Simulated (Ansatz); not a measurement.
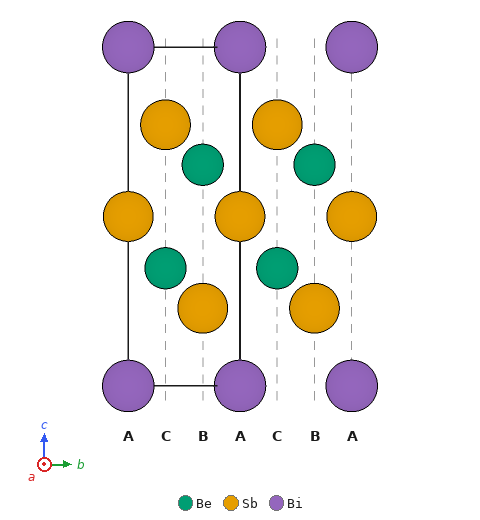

The picture looks along a close-packed row of the hexagonal mesh; c points upwards. The dashed lines mark the three columns A (0, 0), B (1/3, 2/3) and C (2/3, 1/3). The sequence starts with the first layer at or above the cell's origin.

System Be₂BiSb₃; source of the atomic positions: the geometry relaxed with DFT PBE, scalar-relativistic, plane waves, PAW (Ansatz); the starting structure was generated, so it need not be a known form of this composition.

**Give the sequence of layers in one repeat, with element and column.**

Bi(A) – Sb(B) – Be(C) – Sb(A) – Be(B) – Sb(C) (six layers in 10.25 Å).

**How are the Sb layers alone stacked?**

Sb layers alone: BAC, the cubic type.

**Which positions between or in the Sb layers do the other atoms fill?**

Be: two octahedral sites; Bi: one octahedral site in each hexagonal cell.
